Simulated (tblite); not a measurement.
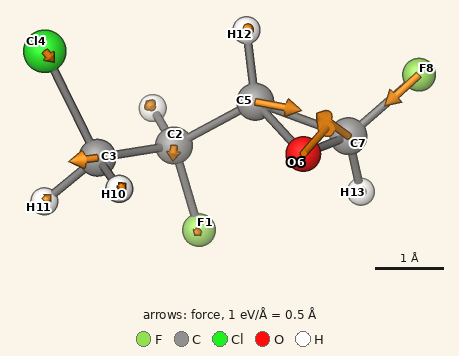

Starting geometry of C₄H₅ClF₂O with the computed forces as orange arrows. Style: ball-and-stick. Shown at a tilt.

Theory: GFN2-xTB geometry optimisation, gas phase (tblite 0.8.0). 

> What follows when this structure is relaxed?

It isn't relaxed: the largest force vector, on the O atom, is 2.38 eV/Å. The final displacements have little in common with the starting forces (cosine between the two patterns 0.21). The atom that moves furthest after the best rigid fit is an H atom (0.21 Å). By element the largest moves are H 0.21 Å, Cl 0.16 Å, O 0.16 Å, F 0.14 Å, C 0.09 Å. Some distances before and after: C–O 1.432 → 1.366 Å, C–F 1.385 → 1.350 Å, C–C 1.492 → 1.462 Å, C–Cl 1.800 → 1.774 Å. Bond angles that change, for instance: O–C–H 118.2° → 114.7°, H–C–H 107.3° → 110.6°, C–C–H 112.9° → 110.1°. The energy falls by 0.177 eV in 57 geometry steps. Cost: 0.54 s on 1 thread of Arm Neoverse N1, on a shared host.
